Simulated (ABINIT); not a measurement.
## Quasiparticle gap of BaHI (P4/nmm) in ABINIT

Wanted: ground state, empty states, screening and self-energy for BaHI (P4/nmm).

Program: ABINIT 10.8.3. Level of theory: LDA and many-body steps on it, plane waves. Results are calculated unless marked as measured.

### 1. Set-up

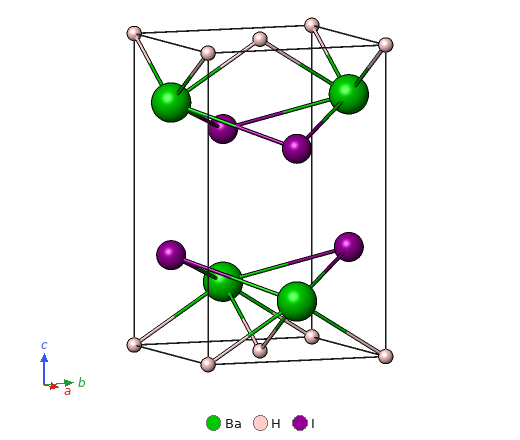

The starting structure, seen slightly off an axis (barium green, hydrogen pink, iodine purple). Some periodic images of atoms are drawn too.

Coordinates:

```cif
data_structure
_symmetry_space_group_name_H-M 'P4/nmm:1'
_symmetry_Int_Tables_number 129
_cell_length_a 4.8280
_cell_length_b 4.8280
_cell_length_c 7.8670
_cell_angle_alpha 90.000
_cell_angle_beta 90.000
_cell_angle_gamma 90.000
_cell_volume 183.38
loop_
_atom_site_label
_atom_site_type_symbol
_atom_site_symmetry_multiplicity
_atom_site_Wyckoff_symbol
_atom_site_fract_x
_atom_site_fract_y
_atom_site_fract_z
_atom_site_occupancy
Ba1 Ba 2 c 0.00000 0.50000 0.19000 1
H1 H 2 a 0.00000 0.00000 0.00000 1
I1 I 2 c 0.00000 0.50000 0.68000 1
```

The cell and positions come from the Crystallography Open Database and are kept as given unless a step says otherwise. Spin-orbit coupling is left out unless a step names it.

### 2. Ground state

This step: ABINIT 10.8.3; DFT, LDA, plane waves, norm-conserving pseudopotentials.

The ground-state density comes first.

Contents of run.abi:

```
acell 3*1.0 Angstrom
rprim 
  4.828000000000 0.000000000000 0.000000000000
  0.000000000000 4.828000000000 0.000000000000
  0.000000000000 0.000000000000 7.867000000000
ntypat 3
znucl 56 1 53
natom 6
typat 1 1 2 2 3 3
xred 
  0.000000000000 0.500000000000 0.190000000000
  0.500000000000 0.000000000000 0.810000000000
  0.000000000000 0.000000000000 0.000000000000
  0.500000000000 0.500000000000 0.000000000000
  0.000000000000 0.500000000000 0.680000000000
  0.500000000000 0.000000000000 0.320000000000
pp_dirpath "pseudos"
pseudos "Ba.upf, H.upf, I.upf"
ecut 31
ngkpt 4 4 4
nshiftk 1
shiftk 0 0 0
kptopt 1
chksymbreak 0
nband 25
occopt 1
tolvrs 1e-10
nstep 60
prtwf 0
optforces 0
optstress 0
indata_prefix "in"
outdata_prefix "out"
tmpdata_prefix "tmp"
```

Launch:

```bash
OMP_NUM_THREADS=1 mpirun -n 4 abinit run.abi > log
```

Numbers of over 12 decimals in the logs are rounded to 6 here.

Output:

```text
.Version 10.8.3 of ABINIT. v10.8.2 released Aug 2026.

 Symmetries : space group P4/n m m (#129); Bravais tP (primitive tetrag.)
================================================================================
 Values of the parameters that define the memory need of the present run
     intxc =       0    ionmov =       0      iscf =       7    lmnmax =       6
     lnmax =       6     mgfft =      80  mpssoang =       3    mqgrid =    3727
     natom =       6  nloc_mem =       1    nspden =       1   nspinor =       1
    nsppol =       1      nsym =      16    n1xccc =    2501    ntypat =       3
    occopt =       1   xclevel =       1
-    mband =          25        mffmem =           1         mkmem =           5
       mpw =       10253          nfft =      184320          nkpt =          18
================================================================================
  Rough estimation (10% accuracy) of disk space for files :
================================================================================

--------------------------------------------------------------------------------
------------- Echo of variables that govern the present computation ------------
--------------------------------------------------------------------------------
 -outvars: echo values of preprocessed input variables --------
            acell      1.8897261259E+00  1.8897261259E+00  1.8897261259E+00 Bohr

      chksymbreak           0
             ecut      3.10000000E+01 Hartree
-          fftalg         312

              ixc       -1012
              kpt      0.00000000E+00  0.00000000E+00  0.00000000E+00
                       2.50000000E-01  0.00000000E+00  0.00000000E+00
                       5.00000000E-01  0.00000000E+00  0.00000000E+00
                       2.50000000E-01  2.50000000E-01  0.00000000E+00
                       5.00000000E-01  2.50000000E-01  0.00000000E+00
                       5.00000000E-01  5.00000000E-01  0.00000000E+00
                       0.00000000E+00  0.00000000E+00  2.50000000E-01
                       2.50000000E-01  0.00000000E+00  2.50000000E-01
                       5.00000000E-01  0.00000000E+00  2.50000000E-01
   [... 7 further rows ...]
                       5.00000000E-01  2.50000000E-01  5.00000000E-01
                       5.00000000E-01  5.00000000E-01  5.00000000E-01
         kptrlatt        4    0    0      0    4    0      0    0    4
          kptrlen      3.64943909E+01
P           mkmem           5
            natom           6
            nband          25
            ngfft          48      48      80
             nkpt          18
            nstep          60
             nsym          16
           ntypat           3
              occ      2.000000  2.000000  2.000000  2.000000  2.000000  2.000000
                       2.000000  2.000000  2.000000  2.000000  2.000000  2.000000
                       2.000000  2.000000  2.000000  2.000000  2.000000  2.000000
                       0.000000  0.000000  0.000000  0.000000  0.000000  0.000000
                       0.000000
        optforces           0
        optstress           0
            prtwf           0
            rprim      4.8280000000E+00  0.0000000000E+00  0.0000000000E+00
[...]
spgroup         129

           tolvrs      1.00000000E-10

             xred      0.0000000000E+00  5.0000000000E-01  1.9000000000E-01
[...]
znucl       56.00000    1.00000   53.00000

================================================================================

 chkinp: Checking input parameters for consistency.

================================================================================
== DATASET  1 ==================================================================
-   mpi_nproc: 4, omp_nthreads: 1 (-1 if OMP is not activated)

--- !DatasetInfo
iteration_state: {dtset: 1, }
dimensions: {natom: 6, nkpt: 18, mband: 25, nsppol: 1, nspinor: 1, nspden: 1, mpw: 10253, }
cutoff_energies: {ecut:  31.0, pawecutdg:  -1.0, }
electrons: {nelect:   3.60000000E+01, charge:   0.00000000E+00, occopt:   1.00000000E+00, tsmear:   1.00000000E-02, }

 Real(R)+Recip(G) space primitive vectors, cartesian coordinates (Bohr,Bohr^-1):
 R(1)=  9.1235977  0.0000000  0.0000000  G(1)=  0.1096059  0.0000000  0.0000000
 R(2)=  0.0000000  9.1235977  0.0000000  G(2)=  0.0000000  0.1096059  0.0000000
 R(3)=  0.0000000  0.0000000 14.8664754  G(3)=  0.0000000  0.0000000  0.0672654
 Unit cell volume ucvol=  1.2374859E+03 bohr^3
 Angles (23,13,12)=  9.00000000E+01  9.00000000E+01  9.00000000E+01 degrees

 getcut: wavevector=  0.0000  0.0000  0.0000  ngfft=  48  48  80
         ecut(hartree)=     31.000   => boxcut(ratio)=   2.09908

--- Pseudopotential description ------------------------------------------------
- Ba Generated using ONCVPSP code by D. R. Hamann
- 56.00000  10.00000  180309                  znucl, zion, pspdat
12 -1012 2 -1 1912                            pspcod,pspxc,lmax,lloc,mmax
     nproj     2     2     2
  pspatm : epsatm=   25.95172157
         --- l  ekb(1:nproj) -->
[...]
pspatm: atomic psp has been read  and splines computed

- H Generated using ONCVPSP code by D. R. Hamann
-  1.00000   1.00000  180309                  znucl, zion, pspdat
12 -1012 1 -1 1180                            pspcod,pspxc,lmax,lloc,mmax
     nproj     2     1     0
  pspatm : epsatm=    0.35439867
         --- l  ekb(1:nproj) -->
[...]
1   -0.275071
 pspatm: atomic psp has been read  and splines computed

- I Generated using ONCVPSP code by D. R. Hamann
- 53.00000   7.00000  180309                  znucl, zion, pspdat
12 -1012 2 -1 1182                            pspcod,pspxc,lmax,lloc,mmax
     nproj     2     2     2
  pspatm : epsatm=   17.18700033
         --- l  ekb(1:nproj) -->
[...]
pspatm: atomic psp has been read  and splines computed

   3.13150468E+03                                ecore*ucvol(ha*bohr**3)
--------------------------------------------------------------------------------

_setup2: Arith. and geom. avg. npw (full set) are   10205.141   10205.122

================================================================================

--- !BeginCycle
iteration_state: {dtset: 1, }
solver: {iscf: 7, nstep: 60, nline: 4, wfoptalg: 0, }
tolerances: {tolvrs: 1.00E-10, }

     iter   Etot(hartree)      deltaE(h)  residm     vres2
 ETOT  1  -83.696802513794    -8.370E+01 1.895E-02 1.267E+03
 ETOT  2  -83.777386818714    -8.058E-02 3.127E-03 1.622E+02
 ETOT  3  -83.781222257138    -3.835E-03 1.347E-03 4.877E+01
 ETOT  4  -83.782787759908    -1.566E-03 1.502E-03 4.542E-01
 ETOT  5  -83.782804744389    -1.698E-05 7.497E-04 4.579E-03
 ETOT  6  -83.782805040865    -2.965E-07 5.078E-04 3.346E-04
 ETOT  7  -83.782805054977    -1.411E-08 3.578E-04 7.734E-06
 ETOT  8  -83.782805055462    -4.852E-10 2.973E-04 1.920E-07
 ETOT  9  -83.782805055479    -1.684E-11 2.092E-04 7.122E-09
 ETOT 10  -83.782805055484    -4.974E-12 2.720E-04 2.416E-10
 ETOT 11  -83.782805055479     4.690E-12 1.958E-04 8.056E-12

 At SCF step   11       vres2   =  8.06E-12 < tolvrs=  1.00E-10 =>converged.

--- !ResultsGS
iteration_state: {dtset: 1, }
comment   : Summary of ground state results
lattice_vectors:
- [  9.1235977,   0.0000000,   0.0000000, ]
- [  0.0000000,   9.1235977,   0.0000000, ]
- [  0.0000000,   0.0000000,  14.8664754, ]
lattice_lengths: [   9.12360,    9.12360,   14.86648, ]
lattice_angles: [ 90.000,  90.000,  90.000, ] # degrees, (23, 13, 12)
lattice_volume:   1.2374859E+03
convergence: {deltae:  4.690E-12, res2:  8.056E-12, residm:  1.958E-04, diffor:  0.000E+00, }
etotal    :  -8.37828051E+01
entropy   :   0.00000000E+00
fermie    :   1.09488694E-01
cartesian_stress_tensor: null
pressure_GPa: null
xred      :
- [  0.0000E+00,   5.0000E-01,   1.9000E-01, Ba]
- [  5.0000E-01,   0.0000E+00,   8.1000E-01, Ba]
- [  0.0000E+00,   0.0000E+00,   0.0000E+00,  H]
- [  5.0000E-01,   5.0000E-01,   0.0000E+00,  H]
- [  0.0000E+00,   5.0000E-01,   6.8000E-01,  I]
- [  5.0000E-01,   0.0000E+00,   3.2000E-01,  I]
cartesian_forces: null
force_length_stats: {min: null, max: null, mean: null, }

 Integrated electronic density in atomic spheres:
 ------------------------------------------------
 Atom  Sphere_radius  Integrated_density
[...]
================================================================================

 ----iterations are completed or convergence reached----

 Mean square residual over all n,k,spin=   14.231E-07; max=  19.584E-05
 reduced coordinates (array xred) for    6 atoms
[...]
0.500000000000      0.000000000000      0.810000000000
       0.000000000000      0.000000000000      0.000000000000
       0.500000000000      0.500000000000      0.000000000000
       0.000000000000      0.500000000000      0.680000000000
       0.500000000000      0.000000000000      0.320000000000
 rms dE/dt=  0.0000E+00; max dE/dt=  0.0000E+00; dE/dt below (all hartree)
    1       0.000000000000      0.000000000000      0.000000000000
    2       0.000000000000      0.000000000000      0.000000000000
    3       0.000000000000      0.000000000000      0.000000000000
    4       0.000000000000      0.000000000000      0.000000000000
    5       0.000000000000      0.000000000000      0.000000000000
    6       0.000000000000      0.000000000000      0.000000000000

 cartesian coordinates (angstrom) at end:
    1      0.000000     2.414000     1.494730
    2      2.414000     0.000000     6.372270
    3      0.000000     0.000000     0.000000
    4      2.414000     2.414000     0.000000
    5      0.000000     2.414000     5.349560
    6      2.414000     0.000000     2.517440
 length scales=  1.889726125908  1.889726125908  1.889726125908 bohr
              =  1.000000000000  1.000000000000  1.000000000000 angstroms
 prteigrs : about to open file out_EIG
 Fermi (or HOMO) energy (hartree) =   0.10949   Average Vxc (hartree)=  -0.32105
 Eigenvalues (hartree) for nkpt=  18  k points:
 kpt#   1, nband= 25, wtk=  0.01563, kpt=  0.0000  0.0000  0.0000 (reduced coord)
  -0.88483   -0.88395   -0.35364   -0.34388   -0.33783   -0.33783   -0.33428   -0.33428
  -0.33130   -0.32508   -0.00354    0.03437    0.03437    0.04305    0.05197    0.05197
   0.06872    0.07265    0.20358    0.23461    0.23461    0.24406    0.25149    0.25292
   0.26778
 prteigrs : prtvol=0 or 1, do not print more k-points.

--- !EnergyTerms
iteration_state     : {dtset: 1, }
comment             : Components of total free energy in Hartree
kinetic             :  2.02369860991225E+01
hartree             :  9.76625746307317E+00
xc                  : -2.19180233290167E+01
Ewald energy        : -6.39922697155046E+01
psp_core            :  2.53053757368136E+00
local_psp           : -4.12660644214833E+01
non_local_psp       :  1.08597712746484E+01
total_energy        : -8.37828050554791E+01
total_energy_eV     : -2.27984626913637E+03
band_energy         : -8.32763517750749E+00

== END DATASET(S) ==============================================================
================================================================================

 -outvars: echo values of variables after computation  --------
           etotal     -8.3782805055E+01
            nband          25
             nkpt          18
          spgroup         129
 [... the other variables as echoed above ...]

 Calculation completed.
```

Run time: 73 s. Hardware: 4 MPI ranks of Arm Neoverse N1, shared host; peak memory 0.47 GiB; 4.9 min of CPU time.

This step gave:

```
total energy               : -2279.8463 eV
gap                        : 2.169 eV
k of the valence top       : 0, 0, 0.5
k of the conduction bottom : 0, 0, 0.5
least direct gap           : 2.169 eV
```

The gap is direct, at (0.000, 0.000, 0.500).

### 3. Empty states on the mesh, 2×2×1 mesh, 151 bands

The sums over transitions need many empty states on a uniform mesh; this step solves for them.

run.abi, as its differences from that of step 2:

```diff
@@ -19,3 +19,3 @@
 ecut 31
-ngkpt 4 4 4
+ngkpt 2 2 1
 nshiftk 1
@@ -24,9 +24,10 @@
 chksymbreak 0
-nband 25
-occopt 1
-tolvrs 1e-10
+iscf -2
+irdden 1
+istwfk *1
+nband 151
+nbdbuf 12
+tolwfr 1e-09
 nstep 60
-prtwf 0
-optforces 0
-optstress 0
+prtvol 0
 indata_prefix "in"
```

Launch:

```bash
OMP_NUM_THREADS=1 mpirun -n 3 abinit run.abi > log
```

Output:

```text
.Version 10.8.3 of ABINIT. v10.8.2 released Aug 2026.

 Symmetries : space group P4/n m m (#129); Bravais tP (primitive tetrag.)
[... echo of the input left out ...]
== DATASET  1 ==================================================================
-   mpi_nproc: 3, omp_nthreads: 1 (-1 if OMP is not activated)

--- !DatasetInfo
iteration_state: {dtset: 1, }
dimensions: {natom: 6, nkpt: 3, mband: 151, nsppol: 1, nspinor: 1, nspden: 1, mpw: 10257, }
cutoff_energies: {ecut:  31.0, pawecutdg:  -1.0, }
electrons: {nelect:   3.60000000E+01, charge:   0.00000000E+00, occopt:   1.00000000E+00, tsmear:   1.00000000E-02, }

 Real(R)+Recip(G) space primitive vectors, cartesian coordinates (Bohr,Bohr^-1):
 R(1)=  9.1235977  0.0000000  0.0000000  G(1)=  0.1096059  0.0000000  0.0000000
 R(2)=  0.0000000  9.1235977  0.0000000  G(2)=  0.0000000  0.1096059  0.0000000
 R(3)=  0.0000000  0.0000000 14.8664754  G(3)=  0.0000000  0.0000000  0.0672654
 Unit cell volume ucvol=  1.2374859E+03 bohr^3
 Angles (23,13,12)=  9.00000000E+01  9.00000000E+01  9.00000000E+01 degrees

 getcut: wavevector=  0.0000  0.0000  0.0000  ngfft=  48  48  80
         ecut(hartree)=     31.000   => boxcut(ratio)=   2.09908

--- Pseudopotential description ------------------------------------------------
- Ba Generated using ONCVPSP code by D. R. Hamann
- 56.00000  10.00000  180309                  znucl, zion, pspdat
12 -1012 2 -1 1912                            pspcod,pspxc,lmax,lloc,mmax
     nproj     2     2     2
  pspatm : epsatm=   25.95172157
         --- l  ekb(1:nproj) -->
             0    6.668455    0.685657
             1    5.046948    0.410312
             2    2.551809    0.419281
 pspatm: atomic psp has been read  and splines computed

- H Generated using ONCVPSP code by D. R. Hamann
-  1.00000   1.00000  180309                  znucl, zion, pspdat
12 -1012 1 -1 1180                            pspcod,pspxc,lmax,lloc,mmax
     nproj     2     1     0
  pspatm : epsatm=    0.35439867
         --- l  ekb(1:nproj) -->
[...]
1   -0.275071
 pspatm: atomic psp has been read  and splines computed

- I Generated using ONCVPSP code by D. R. Hamann
- 53.00000   7.00000  180309                  znucl, zion, pspdat
12 -1012 2 -1 1182                            pspcod,pspxc,lmax,lloc,mmax
     nproj     2     2     2
  pspatm : epsatm=   17.18700033
         --- l  ekb(1:nproj) -->
[...]
pspatm: atomic psp has been read  and splines computed

--------------------------------------------------------------------------------

================================================================================
 prteigrs : about to open file out_EIG
 Non-SCF case, kpt    1 (  0.00000  0.00000  0.00000), residuals and eigenvalues=
  5.54E-10  2.58E-10  9.82E-10  3.52E-10  2.18E-10  2.14E-10  4.60E-10  7.63E-10
[...]
1.04E-07  4.34E-08  1.86E-07  2.76E-07  8.40E-06  2.37E-05  1.53E-05
 -8.8483E-01 -8.8395E-01 -3.5364E-01 -3.4388E-01 -3.3783E-01 -3.3783E-01
 -3.3428E-01 -3.3428E-01 -3.3130E-01 -3.2508E-01 -3.5437E-03  3.4369E-02
  3.4369E-02  4.3049E-02  5.1966E-02  5.1966E-02  6.8719E-02  7.2650E-02
[...]
1.5403E+00  1.5403E+00  1.5403E+00  1.5539E+00  1.5626E+00  1.5626E+00
  1.5647E+00  1.5758E+00  1.5758E+00  1.5765E+00  1.5909E+00  1.6097E+00
  1.6162E+00
 prteigrs : prtvol=0 or 1, do not print more k-points.

--- !ResultsGS
iteration_state: {dtset: 1, }
comment   : Summary of ground state results
lattice_vectors:
- [  9.1235977,   0.0000000,   0.0000000, ]
- [  0.0000000,   9.1235977,   0.0000000, ]
- [  0.0000000,   0.0000000,  14.8664754, ]
lattice_lengths: [   9.12360,    9.12360,   14.86648, ]
lattice_angles: [ 90.000,  90.000,  90.000, ] # degrees, (23, 13, 12)
lattice_volume:   1.2374859E+03
convergence: {deltae:  0.000E+00, res2:  0.000E+00, residm:  9.971E-10, diffor:  0.000E+00, }
etotal    :  -8.37828051E+01
entropy   :   0.00000000E+00
fermie    :   1.09488694E-01
cartesian_stress_tensor: null
pressure_GPa: null
xred      :
- [  0.0000E+00,   5.0000E-01,   1.9000E-01, Ba]
- [  5.0000E-01,   0.0000E+00,   8.1000E-01, Ba]
- [  0.0000E+00,   0.0000E+00,   0.0000E+00,  H]
- [  5.0000E-01,   5.0000E-01,   0.0000E+00,  H]
- [  0.0000E+00,   5.0000E-01,   6.8000E-01,  I]
- [  5.0000E-01,   0.0000E+00,   3.2000E-01,  I]
cartesian_forces: null
force_length_stats: {min: null, max: null, mean: null, }

 Integrated electronic density in atomic spheres:
 ------------------------------------------------
 Atom  Sphere_radius  Integrated_density
[...]
================================================================================

 ----iterations are completed or convergence reached----

 Mean square residual over all n,k,spin=   45.968E-11; max=  99.714E-11
 reduced coordinates (array xred) for    6 atoms
[...]
0.000000000000      0.500000000000      0.680000000000
       0.500000000000      0.000000000000      0.320000000000

 cartesian coordinates (angstrom) at end:
    1      0.000000     2.414000     1.494730
    2      2.414000     0.000000     6.372270
    3      0.000000     0.000000     0.000000
    4      2.414000     2.414000     0.000000
    5      0.000000     2.414000     5.349560
    6      2.414000     0.000000     2.517440
 length scales=  1.889726125908  1.889726125908  1.889726125908 bohr
              =  1.000000000000  1.000000000000  1.000000000000 angstroms
 prteigrs : about to open file out_EIG
 Eigenvalues (hartree) for nkpt=   3  k points:
 kpt#   1, nband=151, wtk=  0.25000, kpt=  0.0000  0.0000  0.0000 (reduced coord)
[...]
1.45478    1.47116    1.48684    1.48684    1.48764    1.50997    1.50997    1.52238
   1.52238    1.52728    1.54025    1.54031    1.54031    1.55394    1.56264    1.56264
   1.56470    1.57576    1.57576    1.57651    1.59090    1.60974    1.61618
 prteigrs : prtvol=0 or 1, do not print more k-points.

== END DATASET(S) ==============================================================
================================================================================

 -outvars: echo values of variables after computation  --------
            nband         151
             nkpt           3
          spgroup         129
 [... the other variables as echoed above ...]

 Calculation completed.
```

It took 97 s on 3 MPI ranks; peak memory 0.37 GiB; 4.8 min of CPU time.

Numbers from this step:

- gap: 2.962 eV
- k of the valence top: 0.5, 0, 0
- k of the conduction bottom: 0, 0, 0
- least direct gap: 3.563 eV
- k points computed: 3
- lowest point of the top converged band, above the valence top: 38.76 eV

On this mesh the gap is 2.962 eV. The earlier step found 2.169 eV, so this mesh misses an edge.

(Continued in part 2 of 2.)

[Paths, hosts, dates, memory and timing lines, banners, echoed tables and standing remarks are left out of the program output.]

[Logs are printed without paths, hosts, clocks, repeated set-up lines and the standing remarks that a program may print on its own settings, such as how far it seeks lower states.]

[Runs of the session that timed out or met a known fault of the program may be left out.]

[Hosts, paths, dates, database ids (printed as entryN), source tags and the programs' standing remarks are cut or masked in the printed files.]

[G0W0 gaps are taken among the corrected bands and points alone; a level outside them can change the order at an edge.]

[Where Ansatz stands beside ABINIT at settings called matched, ABINIT's density can come from a denser mesh and the files from another edition; pairs whose starting gaps differed by over 0.03 eV were left out, so agreement reads better than it is.]
